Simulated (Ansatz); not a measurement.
**InF3: a short trajectory**

What does InF3 do in its first 15 fs with a Langevin thermostat, with the temperature set to 700 K?

Program: Ansatz 0.2.0, Gaussian basis. Level of theory: r2SCAN/def2-SVP with D4 dispersion. These are calculated values, not measurements.

1 further run of the same task is left out (it didn't finish). Runs told in other sessions of the task aren't counted.

**1. The relaxed structure**

The structure was relaxed beforehand with PBE0-D4 in a triple-zeta def2 set. In takes the def2 core potential; no spin-orbit term is included.

4 atoms, charge 0, spin multiplicity 1.

Atoms are counted from 1 here; the program's logs count them from 0.

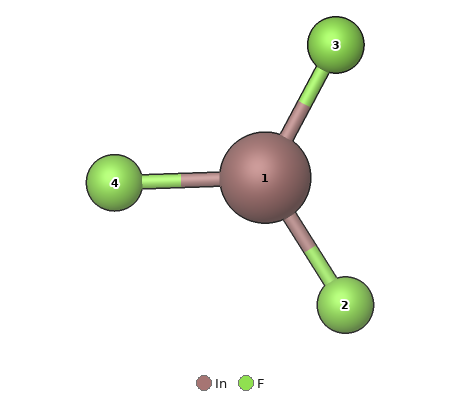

The geometry (indium brown, fluorine green); atoms are numbered from 1 in the order of the file.

Coordinates:

```
In   -0.00027   -0.00051   -0.00002
F     1.91787   -0.02697    0.01297
F    -0.93410    1.67511   -0.01743
F    -0.98349   -1.64762    0.00449
```

**2. Dynamics**

Input file in.yaml:

```yaml
crystal:
  periodic: [false, false, false]
  atoms:
    - {symbol: In, position_ang: [-0.000273, -0.000514, -0.000024]}
    - {symbol: F, position_ang: [1.917867, -0.026972, 0.012969]}
    - {symbol: F, position_ang: [-0.934105, 1.675105, -0.017432]}
    - {symbol: F, position_ang: [-0.983489, -1.647619, 0.004487]}
basis:
  gaussian: {orbitals: def2-SVP}
magnetization: {spin_polarized: true, initial_magnetization: 0}
hamiltonian: {xc: {name: r2SCAN}, dispersion: d4}
md: {timestep: 1 fs, n_steps: 15, ensemble: nvt_langevin, temperature: 700, initial_velocities: maxwell_boltzmann, friction: 0.01, seed: 442}
scf: {omitted_lower_state_checks: [starts]}
```

On the command line:

```bash
ansatz run in.yaml --threads 4 --pin off --events-out ev --progress --plain --max-ram 3916MiB
```

Output, cut to the lines that bear on the results:

```text
Functional definition: r2SCAN
  name "r2SCAN"
  cite "Furness, Kaplan, Ning, Perdew & Sun, J. Phys. Chem. Lett. 11, 8208 (2020) doi:10.1021/acs.jpclett.0c02405"
  cite "Furness, Kaplan, Ning, Perdew & Sun, J. Phys. Chem. Lett. 11, 9248 (2020) doi:10.1021/acs.jpclett.0c03077"
  parent r2scan
[...]
760 factors; their error is unknown
[...]
mean field -13317.95060028 eV, -489.4256573293 hartree, gradient 6.8e-6 eV, S^2 0.000000; 0 other end points of the search recorded, 0 dependent functions left out
[...]
reference -13317.95062511 eV, -489.4256582415 hartree; 24, 24 occupied and 44, 44 virtual orbitals, 760 factors
md step     0: t =     0.00 fs  T =   525.0 K  F+E_penalty+E_count = -13317.96338554 eV  E_kin = 0.271446 eV  (26 SCF iters)
[...]
md step     4: t =     4.00 fs  T =   338.7 K  F+E_penalty+E_count = -13317.93559997 eV  E_kin = 0.175114 eV  (31 SCF iters)
[...]
md step     8: t =     8.00 fs  T =   325.1 K  F+E_penalty+E_count = -13317.91890460 eV  E_kin = 0.168098 eV  (30 SCF iters)
[...]
md step    12: t =    12.00 fs  T =   342.7 K  F+E_penalty+E_count = -13317.91207494 eV  E_kin = 0.177208 eV  (30 SCF iters)
[...]
md step    14: t =    14.00 fs  T =   406.5 K  F+E_penalty+E_count = -13317.91338141 eV  E_kin = 0.210153 eV  (30 SCF iters)
[...]
md step    15: t =    15.00 fs  T =   377.1 K  F+E_penalty+E_count = -13317.91745256 eV  E_kin = 0.194973 eV  (14 SCF iters)
Total energy: -13317.91747741 eV, -489.4244400860 hartree
Atom 0 at    -0.001651    -0.012991    -0.005067 Å, force     0.398732     1.431945    -0.050331 eV/Å
Atom 1 at     1.910053    -0.130343    -0.063747 Å, force     0.594433    -0.001941    -0.034989 eV/Å
Atom 2 at    -0.910335     1.697926    -0.026031 Å, force    -0.005071     0.080526    -0.017616 eV/Å
Atom 3 at    -1.025376    -1.579564     0.117881 Å, force    -0.988093    -1.510531     0.102936 eV/Å
Dipole moment:     0.009879    -0.022937    -0.019094 e Å
Checks for a lower state left out: starts
```

Wall time 22 s (4 threads of Arm Neoverse V2, shared host).

**3. The trajectory**

Step by step, with energies from the first frame:

```tsv
time (fs)	T (K)	potential (meV)	In1–F4 (Å)
0.0	525	0.0	1.918
1.0	575	6.3	1.911
2.0	538	13.7	1.905
3.0	444	21.5	1.899
4.0	339	27.8	1.895
5.0	304	32.4	1.891
6.0	270	36.2	1.888
7.0	291	39.8	1.885
8.0	325	44.5	1.882
9.0	358	49.2	1.878
10.0	299	51.9	1.876
11.0	315	51.8	1.875
12.0	343	51.3	1.874
13.0	394	51.6	1.873
14.0	406	50.0	1.874
15.0	377	45.9	1.875
```

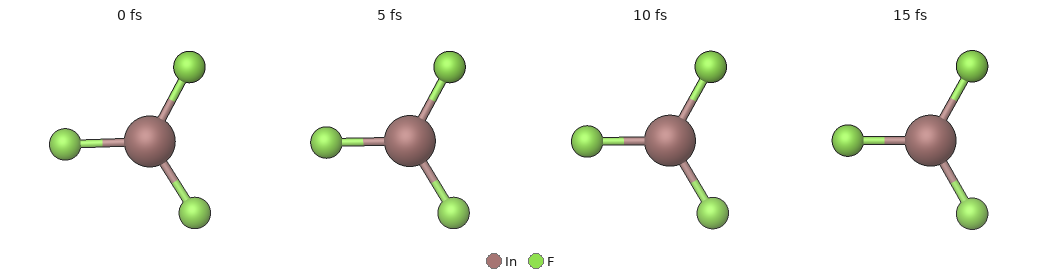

Four frames; sticks are those of the first frame.

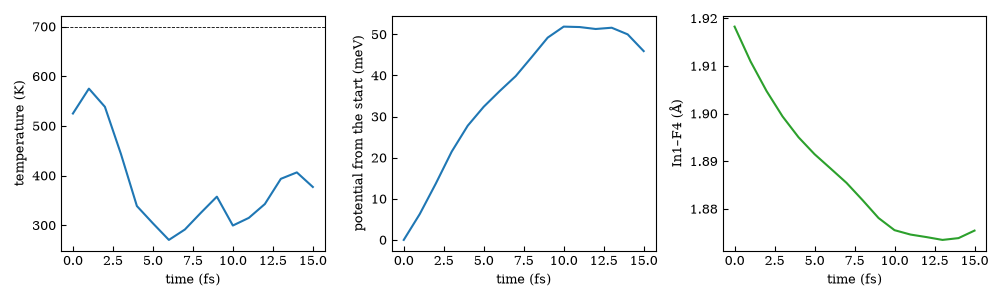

Temperature (the set value dashed), potential energy and the bond that swings most.

Positions (Å) and forces (eV/Å) at 15.0 fs:

```xyz
4

In   -0.002   -0.013   -0.005    0.399    1.432   -0.050
F     1.910   -0.130   -0.064    0.594   -0.002   -0.035
F    -0.910    1.698   -0.026   -0.005    0.081   -0.018
F    -1.025   -1.580    0.118   -0.988   -1.511    0.103
```

**4. Outcome**

```
                         quantity                          value
                           length             15 steps of 1.0 fs
temperature, first and last frame                     525, 377 K
         temperature, second half  mean 352 K, from 299 to 406 K
           swing of the potential                         52 meV
                  range of In1–F4               1.873 to 1.918 Å
```

What this shows: The temperature starts at 525 K and ranges from 270 to 575 K; in so small a system it swings widely. The first value differs from the one set because the log counts other degrees of freedom than the draw of velocities did. In1–F4 swings most, by 0.04 Å; no bond breaks. A run of 15 fs gives no averages.
